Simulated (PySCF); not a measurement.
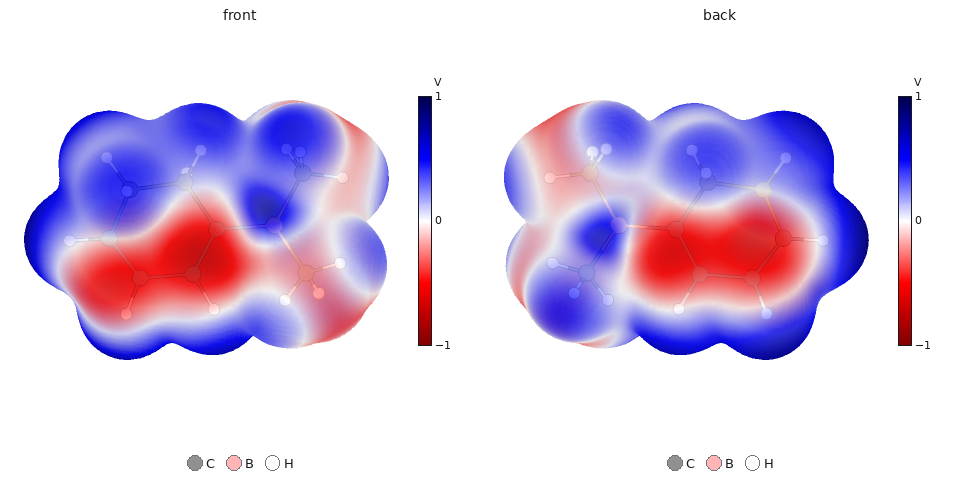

Figure 1: C₈H₁₃B (SMILES CB(C)C1=CC=CCC1). The electrostatic potential painted on the density surface at 0.002 e/bohr³, seen from the front and from behind; the colour scale runs from red (negative) to blue (positive).

Geometry: GFN2-xTB.

Computed with PySCF, PBE0/pcSseg-1, SCF density, gas phase, non-relativistic.

```xyz
22

C    -2.5400   -0.9752   -0.5622
B    -1.5208    0.1809   -0.2049
C    -2.0637    1.6631   -0.1107
C    -0.0232   -0.1255    0.0643
C     0.4264   -1.3762    0.3043
C     1.7998   -1.6560    0.6515
C     2.7491   -0.7440    0.4350
C     2.3959    0.5654   -0.1989
C     0.9863    0.9966    0.2037
H    -2.0994   -1.8014   -1.1146
H    -3.4001   -0.6197   -1.1257
H    -2.9330   -1.3944    0.3651
H    -1.5400    2.2774    0.6185
H    -3.1277    1.7084    0.1114
H    -1.9319    2.1508   -1.0779
H    -0.2517   -2.2163    0.2694
H     2.0340   -2.6247    1.0695
H     3.7890   -0.9415    0.6513
H     2.4475    0.4474   -1.2888
H     3.1182    1.3352    0.0797
H     0.6841    1.8560   -0.3951
H     0.9909    1.3131    1.2541
```

Q: Where is the surface potential most negative and most positive?

A: The most negative region (about −0.7 V) lies over the π face of C4, C5 and C6, the most positive (about +0.8 V) over H17 and H18.

Q: How polar is the molecule by this calculation?

A: Its dipole moment is 0.99 D.
